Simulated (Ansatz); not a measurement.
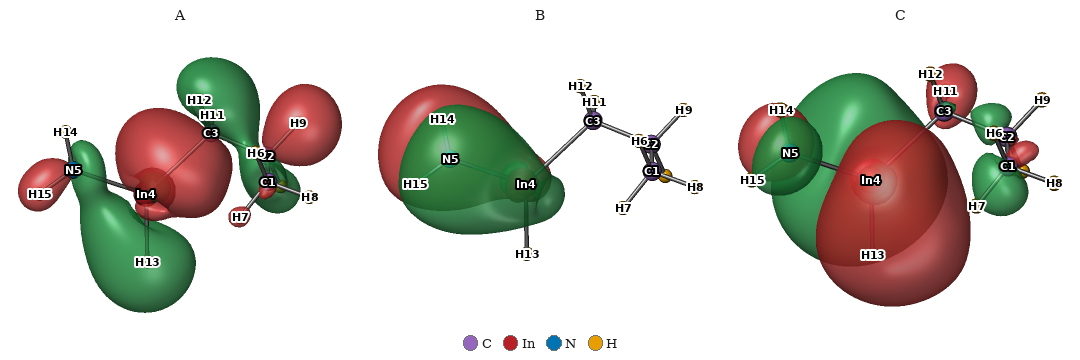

The picture shows: C3H10InN (SMILES CC[CH2][InH][NH2]). Three frontier orbitals at ±0.06 Å⁻³ᐟ² (green and red are the two phases), in no order.

Geometry: PBE0-D4/def2-SVP; core potentials replace the inner electrons of In.

These are results of isolated molecule in a Gaussian basis; Kohn-Sham density functional theory, functional PBE0 in Ansatz 0.2.0, not measurements.

Input file:

```
crystal:
  periodic: [false, false, false]
  atoms:
    - symbol: C
      position_ang: [-0.709108, 0.758500, -1.457561]
    - symbol: C
      position_ang: [-0.719140, -0.753800, -1.296894]
    - symbol: C
      position_ang: [-0.633591, -1.209988, 0.155813]
    - symbol: In
      position_ang: [1.134176, -0.484370, 1.192148]
    - symbol: "N"
      position_ang: [0.867220, 0.143992, 3.097599]
    - symbol: H
      position_ang: [-1.538298, 1.225840, -0.901605]
    - symbol: H
      position_ang: [0.229992, 1.197013, -1.072266]
    - symbol: H
      position_ang: [-0.799134, 1.063946, -2.511381]
    - symbol: H
      position_ang: [-1.638484, -1.155983, -1.761973]
    - symbol: H
      position_ang: [0.115847, -1.185560, -1.876082]
    - symbol: H
      position_ang: [-0.627942, -2.310483, 0.226029]
    - symbol: H
      position_ang: [-1.510772, -0.864662, 0.728835]
    - symbol: H
      position_ang: [2.763516, -0.357187, 0.625755]
    - symbol: H
      position_ang: [-0.021492, 0.146226, 3.584514]
    - symbol: H
      position_ang: [1.604599, 0.502822, 3.692810]
basis:
  gaussian: {orbitals: def2-SVPD}
hamiltonian: {xc: pbe0}
output: {forces: true, orbitals: {seedname: orbitals}}
```

Run with:

```sh
ansatz run input.yaml --threads 2 --pin off --max-ram 6090MiB --events-out events.jsonl --progress --plain --runs-dir runs
```

> Order the three orbitals by energy and name them.

A is the HOMO−1 (−7.22 eV). It lies mainly on C3 (about 35 %), In4 (about 25 %), H13 (about 15 %) and C2 (about 10 %). B is the HOMO (−6.75 eV). It lies mainly on N5 (about 75 %), In4 (about 15 %), H14 (about 5 %) and H15 (about 5 %); largely a lone pair of N5. C is the LUMO (−0.73 eV). It lies mainly on In4 (about 70 %) and N5 (about 10 %).

> What is the HOMO–LUMO gap?

6.02 eV between the orbital energies.
